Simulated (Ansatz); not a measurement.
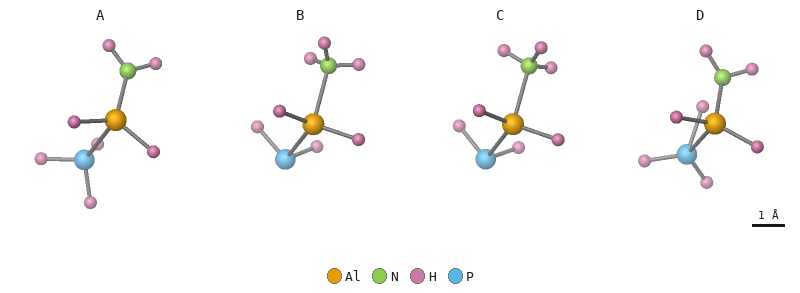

4 geometries from a converged minimum-energy path of AlPNH₇, shuffled. The picture is a ball-and-stick view, seen from a free direction.

Method: Ansatz 0.2.0, RKS r2SCAN-D4/6-31G*. Settings: 5 movable images; climbing image; force threshold 0.05 eV/Å; iteration limit 58; starting path through a guess of the saddle point.

Question: One of them is the converged climbing image. Which?

Answer: D. In order along the path, whose images run from 0 to 6: A (image 1, +0.04 eV), D (image 3, +0.80 eV), B (image 5, −0.49 eV), C (image 6, −0.51 eV). A hydrogen atom shifts from one atom to another. Breaking: H–P (1.41 → 3.63 Å). Forming: H–N (3.57 → 1.02 Å).
